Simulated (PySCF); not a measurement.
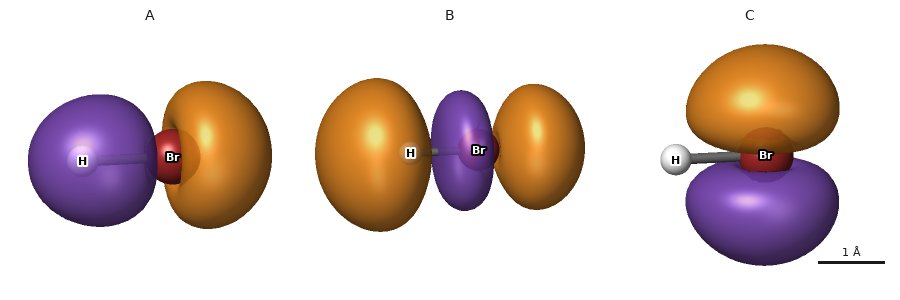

Figure 1: HBr. Three frontier orbitals, each drawn at the value that holds 80 % of its norm (orange and purple are the two phases), in no order; of a degenerate pair one member is drawn.

These are results of PySCF, PBE0/cc-pVTZ(-PP), non-relativistic Hamiltonian with scalar-relativistic core potentials where named, at a bond length of 1.422 Å, not measurements.

Name the orbitals and rank them from lowest to highest energy.

Orbital A: σ, occupied, −12.47 eV; mainly on Br (70 %).
Orbital C: π, occupied, −8.69 eV; almost wholly on Br.
Orbital B: σ, empty, −0.21 eV; shared between the atoms (H 50 %, Br 50 %).
